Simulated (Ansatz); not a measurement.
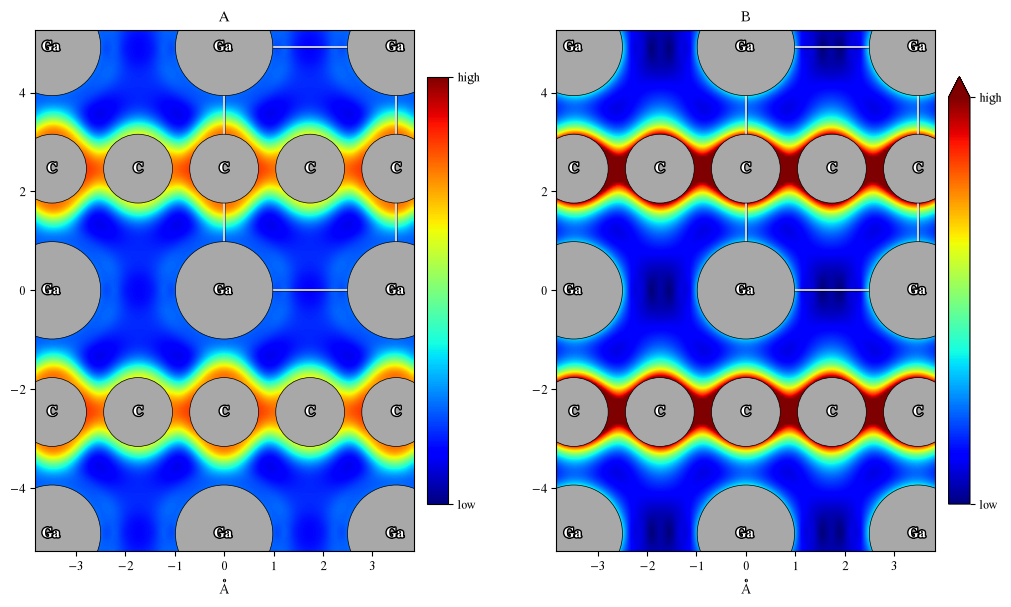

GaC4: 2 fields on the (011) plane of the conventional cell, with unlabelled colour scales. Grey discs cover the atomic cores.

Space group Pm-3m; a structure generated by program, which may or may not match a known phase; computed without spin polarisation.

Theory: Ansatz, DFT PBE, scalar-relativistic, plane waves, PAW.

The panels show electron localisation function and valence pseudo-density in some order. Assign them.

Answer. Panel A: electron localisation function. Panel B: valence pseudo-density. From the grid: C–C (1.74 Å): the density is about 1 e/Å³ at the midpoint; the ELF peaks at about 0.85 between the atoms. Ga–C (2.46 Å): ρ at the midpoint is about 0.28 e/Å³; the ELF peaks at about 0.80 in the valence shell of C, 0.7 Å from its nucleus, and drops to about 0.25 between the two atoms.
